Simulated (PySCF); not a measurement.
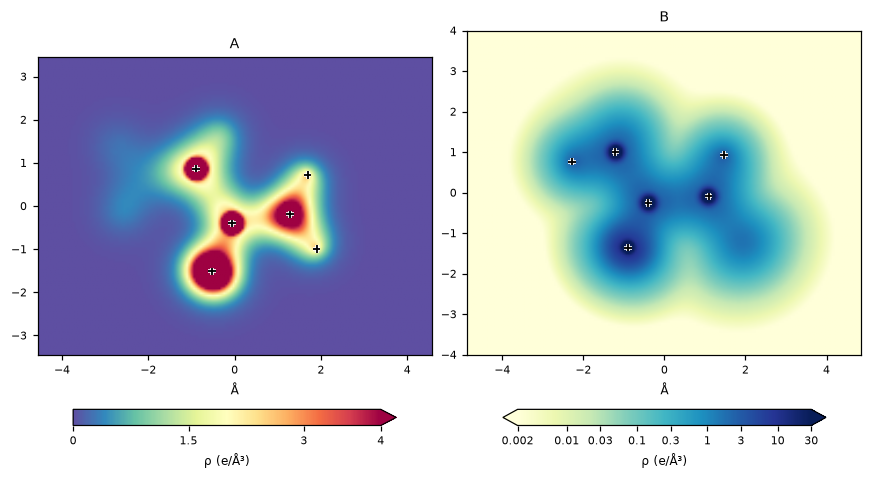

The total electron density of 2 systems, each on a plane through atoms (crosses mark nuclei in the plane).

Method: PBE0/pcSseg-1, SCF density, in a chloroform solvent model, non-relativistic (PySCF).

System 1: C5H8O (SMILES CC(=O)C1CC1), the plane of atoms O3, C2 and C4. Geometry: PBE0-D3(BJ)/def2-SVP.

```json
{"atom": "C", "x (Å)": "2.1021", "y (Å)": "0.1879", "z (Å)": "0.3816"}
{"atom": "C", "x (Å)": "0.7230", "y (Å)": "0.6126", "z (Å)": "-0.0492"}
{"atom": "O", "x (Å)": "0.4628", "y (Å)": "1.7577", "z (Å)": "-0.3451"}
{"atom": "C", "x (Å)": "-0.3185", "y (Å)": "-0.4551", "z (Å)": "-0.0956"}
{"atom": "C", "x (Å)": "-1.3708", "y (Å)": "-0.3317", "z (Å)": "-1.1753"}
{"atom": "C", "x (Å)": "-1.7353", "y (Å)": "-0.0383", "z (Å)": "0.2304"}
{"atom": "H", "x (Å)": "2.0642", "y (Å)": "-0.2490", "z (Å)": "1.3925"}
{"atom": "H", "x (Å)": "2.7803", "y (Å)": "1.0498", "z (Å)": "0.3723"}
{"atom": "H", "x (Å)": "2.4830", "y (Å)": "-0.5970", "z (Å)": "-0.2911"}
{"atom": "H", "x (Å)": "-0.0038", "y (Å)": "-1.4607", "z (Å)": "0.1949"}
{"atom": "H", "x (Å)": "-1.2494", "y (Å)": "0.5204", "z (Å)": "-1.8494"}
{"atom": "H", "x (Å)": "-1.7257", "y (Å)": "-1.2569", "z (Å)": "-1.6353"}
{"atom": "H", "x (Å)": "-2.3527", "y (Å)": "-0.7523", "z (Å)": "0.7807"}
{"atom": "H", "x (Å)": "-1.8598", "y (Å)": "1.0122", "z (Å)": "0.5060"}
```

System 2: C4H9NO (SMILES CCCC(N)=O), the plane of atoms C3, C4 and O6. Geometry: GFN2-xTB.

```yaml
atoms:
  - { symbol: C, position_ang: [1.7221, 0.5503, -0.6057] }
  - { symbol: C, position_ang: [1.1188, -0.7024, 0.0170] }
  - { symbol: C, position_ang: [-0.3651, -0.8375, -0.3235] }
  - { symbol: C, position_ang: [-1.1906, 0.2206, 0.3906] }
  - { symbol: N, position_ang: [-2.2488, 0.6802, -0.3223] }
  - { symbol: O, position_ang: [-0.9538, 0.6206, 1.5068] }
  - { symbol: H, position_ang: [2.7777, 0.6279, -0.3569] }
  - { symbol: H, position_ang: [1.2154, 1.4360, -0.2299] }
  - { symbol: H, position_ang: [1.6258, 0.5279, -1.6901] }
  - { symbol: H, position_ang: [1.6540, -1.5859, -0.3375] }
  - { symbol: H, position_ang: [1.2180, -0.6505, 1.1021] }
  - { symbol: H, position_ang: [-0.7314, -1.8102, 0.0158] }
  - { symbol: H, position_ang: [-0.5164, -0.7714, -1.4023] }
  - { symbol: H, position_ang: [-2.8611, 1.3566, 0.1031] }
  - { symbol: H, position_ang: [-2.4691, 0.3460, -1.2426] }
```

> Which map belongs to which system?

Panel A is system 2, C4H9NO: the plane holds C, N, O and H. C–O (1.21 Å): ρ at the midpoint is about 3.3 e/Å³. Panel B is system 1, C5H8O: the plane holds C, O and H. C–O (1.21 Å): ρ is about 3.3 e/Å³ halfway.
